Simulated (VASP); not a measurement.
Band structure of ZnSe (zinc blende). Method: PBE GGA, VASP's PBE PAW potentials (set 64) (plane waves; VASP 6.6.1).

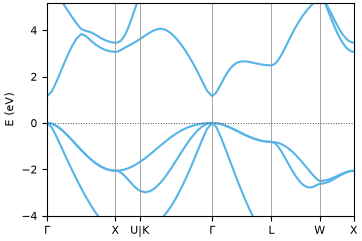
Fig. 1. Bands along high-symmetry lines, zero at the valence-band maximum or, without a gap, the Fermi level

Task: Read the plot: is there a gap, and where are the band edges?

Result: The gap is direct, 1.15 eV, from the valence maximum at Γ to the conduction minimum at Γ. (Edges off the drawn lines would not show.)

Measured: gap 2.87 eV (computed value off by -1.72 eV), as given by Wei Chen et al., Physical Review Materials (2018), doi:10.1103/physrevmaterials.2.073803 [zero-point renormalisation of 0.05 eV added back (the table's ZPR column)].

The compound is ZnSe in the zinc blende structure. It was relaxed first.
